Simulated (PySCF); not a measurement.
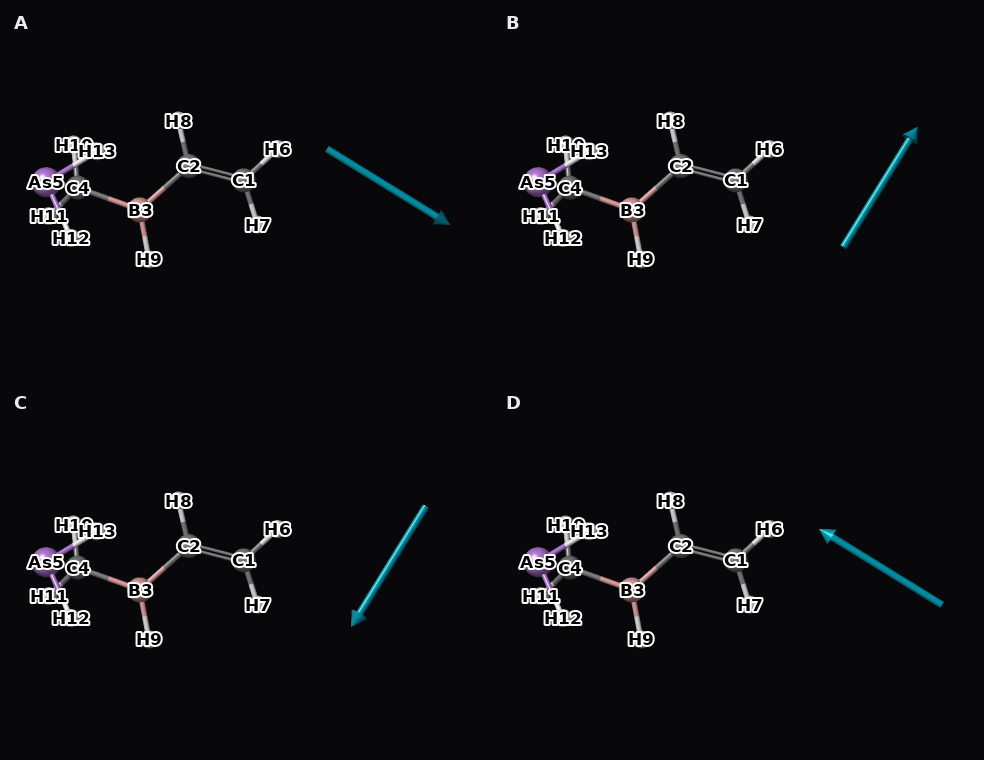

The same molecule four times, each with an arrow. Computed geometry: GFN2-xTB optimisation. No frequency run is at hand to confirm it as a minimum. Properties computed with CAM-B3LYP/def2-SVPD, gas phase (PySCF 2.14.0).

Which arrow points along the dipole moment, from the negative to the positive end?

Answer. B. The dipole moment is 0.51 D; it points from the side of H12 to the side of H6 (the outermost atoms at the two ends).

The geometry is semi-empirical. Around As, B such bond lengths and angles can be off by a tenth of an ångström or more and by several degrees, and values that hang on the shape move with them.
